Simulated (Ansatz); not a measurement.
# Fields on a plane of TiS2 (CdI2 type)

```xyz
3
Lattice="3.2980 0.0000 0.0000 -1.6490 2.8562 0.0000 0.0000 0.0000 5.3406" Properties=species:S:1:pos:R:3 pbc="T T T"
Ti     0.0000     0.0000     0.0000
S      0.0000     1.9041     1.4352
S      1.6490     0.9521     3.9055
```

The slice is a (0001) plane (indices of the conventional cell) through the point (0.000, 0.000, 0.000) (fractional), spanned by u = [110] and v = [1 -1 0] in vectors of this cell: u (3.30 Å) and v (5.71 Å, at 90° to u). It covers one period; positions are fractions (u, v).

Atoms on it: Ti at (0.00, 0.00); Ti at (0.50, 0.50).

These are PBEsol-D3(BJ) (plane waves to 420 eV, PAW, scalar-relativistic; Ansatz, a first-principles code) values and carry that method's errors. k mesh 16×16×9. Near the nuclei the fields are pseudised (PAW); where an atom keeps semicore shells as valence, they peak there. TiS2 is run without spin polarisation. TiS2 was relaxed with its symmetry unable to fall.

```tsv
v \ u	0.00	0.12	0.25	0.38	0.50	0.62	0.75	0.88
0.96	x	x	x	2.8	6.0	2.8	x	x
0.86	x	x	1.0	5.4	6.6	5.4	1.0	x
0.75	5.0	5.5	5.9	5.5	5.0	5.5	5.9	5.5
0.64	6.6	5.4	1.0	x	x	x	1.0	5.4
0.54	6.0	2.8	x	x	x	x	x	2.8
0.43	6.2	3.5	x	x	x	x	x	3.5
0.32	6.6	6.1	3.7	-0.7	<-2.0	-0.7	3.7	6.1
0.21	2.2	3.4	5.4	6.2	6.2	6.2	5.4	3.4
0.11	x	x	<-2.0	4.5	6.4	4.5	<-2.0	x
0.00	x	x	x	2.5	5.9	2.5	x	x
```

Values: electrostatic potential energy of an electron, from the cell's mean, in eV. Points within 1 Å of a nucleus are blanked (x), as the pseudised field means little there. Values under -2 eV are set to -2. The zero, the cell's mean, hangs on the PAW cores.

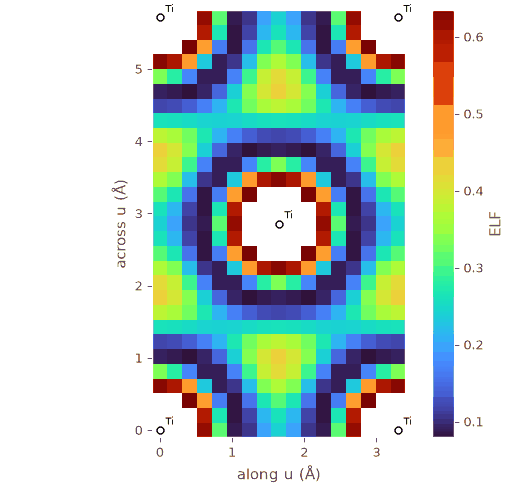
Fig. 1. Electron localisation function (ELF), one period of the plane, atoms marked. Points within 0.5 Å of a nucleus are left white, as the pseudised field means little there.
